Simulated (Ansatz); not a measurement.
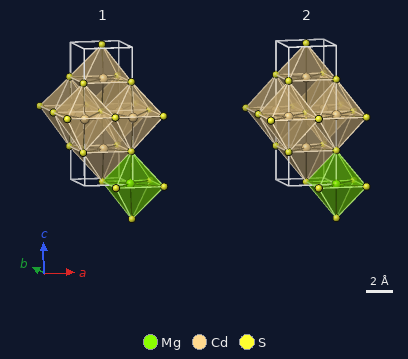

Two geometries of solid MgCd3S4 (a generated structure, set up in P1) (coarse preliminary run), drawn at one scale. One is the start of a relaxation, the other its converged end. Style: polyhedral. Shown: the cell of the calculation, slightly off an axis.

Computed with DFT PBE, scalar-relativistic, plane waves, PAW in Ansatz 0.2.0. Settings: plane-wave cutoff 420 eV; k-point mesh 6 × 6 × 2; occupations gaussian; smearing width 0.2 eV; no spin polarisation; cell and atoms relaxed; force threshold 0.025 eV/Å; at most 60 steps.

> Which of the two is the end point?

Structure 2 is the relaxed one. The energy falls by 73.2 meV per atom in 5 accepted moves (6 points after the start). Largest force component: 1.3 eV/Å at the start, 0.0023 eV/Å at the end. Pressure: 3.39 GPa at the start and −0.01 GPa at the end. The SCF was repeated once at an unchanged geometry on a basis and grid sized afresh for the cell, which shifted the energy by less than 0.05 meV per atom at most. The largest move relative to the cell is that of the Mg atom, 0.23 Å roughly along [1 −1 0]. Largest moves by element: Mg 0.23 Å, S 0.18 Å, Cd 0.16 Å. Cell: a 3.854 → 3.846 Å (−0.2 %), b 3.840 → 3.846 Å (+0.2 %), c 10.762 → 10.889 Å (+1.2 %), α 89.4° → 90.0°, β 90.2° → 90.0°, γ 92.7° → 90.0°. Volume +1.2 %. Near-neighbour distances that change, for instance: Cd–S 2.367 → 2.719 Å, Mg–S 3.021 → 2.719 Å, Cd–S 2.488 → 2.720 Å, Cd–S 2.947 → 2.720 Å. Among the angles between lasting bonds that change: Cd–S–Cd 166.6° → 180.0°, S–Cd–S 166.6° → 180.0°, S–Cd–S 100.9° → 90.0°. The space group (tolerance 0.01 Å) goes from P1 (No. 1) to P4/mmm (No. 123).
